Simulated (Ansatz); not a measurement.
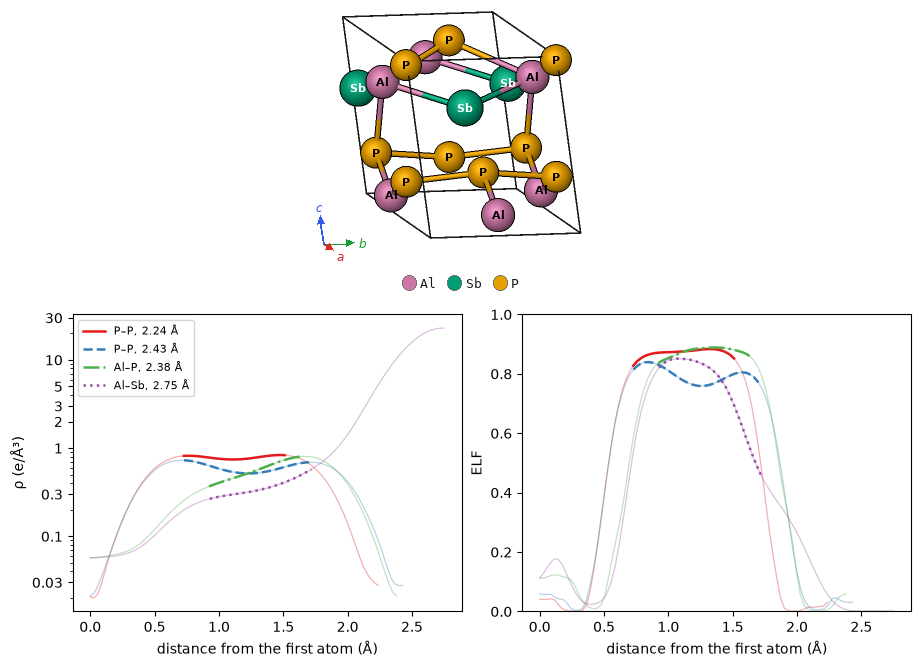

The picture shows: Al2SbP3. Valence pseudo-density and electron localisation function along straight lines between neighbouring atoms. Thin, pale parts lie inside the atomic spheres. The structure is drawn too.

Space group Cm; a structure from a database of computed crystals, not necessarily the ambient phase; started from the Ca2ZnGa3-8 prototype, which need not be the ambient phase.

The calculation used DFT, r2SCAN+rVV10, plane waves, PAW (Ansatz).

In a PAW calculation such maps are meaningful between the atoms, not at the nuclei.

### What can be read from the curves?

P–P (2.24 Å): ρ at the midpoint is about 0.74 e/Å³; the ELF peaks at about 0.90 between the atoms.
P–P (2.43 Å): ρ is about 0.52 e/Å³ halfway; the ELF peaks at about 0.85 between the atoms.
Al–P (2.38 Å): ρ at the midpoint is about 0.5 e/Å³; the ELF peaks at about 0.90 between the atoms.
Al–Sb (2.75 Å): ρ is about 0.35 e/Å³ halfway; the ELF peaks at about 0.85 between the atoms.
